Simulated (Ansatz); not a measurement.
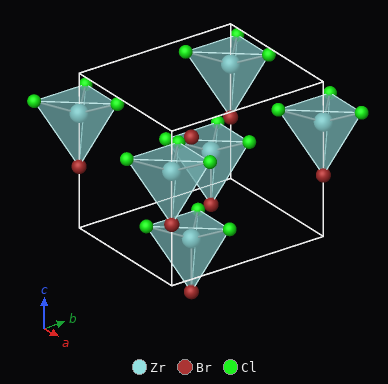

View slightly off an axis, drawn as a polyhedral model. The frame is the conventional unit cell; atoms at its boundary are shown with their periodic copies. A few atoms beyond the faces are included.

ZrBrCl₃, space group R3m (No. 160), a = 11.148 Å, b = 11.148 Å, c = 7.224 Å, α = 90.00°, β = 90.00°, γ = 120.00°. The model was built from a structure type filled with these elements by a generator (whether the compound takes this form wasn't checked). Earlier steps of the study, as a rule a relaxation of our own, may have changed the cell and positions, so they can lie some per cent off the listed ones. A calculation with Ansatz used it as input.

This one geometry was computed with Ansatz (DFT, plane waves, PAW) at three levels of theory: r2SCAN, PBEsol and PBE.

How does the band gap change with the level of theory?

PBEsol: a gap of 4.07 eV, direct; PBE: a gap of 4.09 eV, direct; r2SCAN: a gap of 4.55 eV, direct.

Collect the results in a table.

| level | cutoff (eV) | k-mesh of the run's cell | gap (eV) | pressure (GPa) |
| --- | --- | --- | --- | --- |
| r2SCAN | 500 | 6×6×6 | 4.55 | -0.3 |
| PBEsol | 420 | 6×6×6 | 4.07 | -0.6 |
| PBE | 420 | 6×6×6 | 4.09 | 0.0 |

Gaps are taken on the k-mesh or band path of each run.
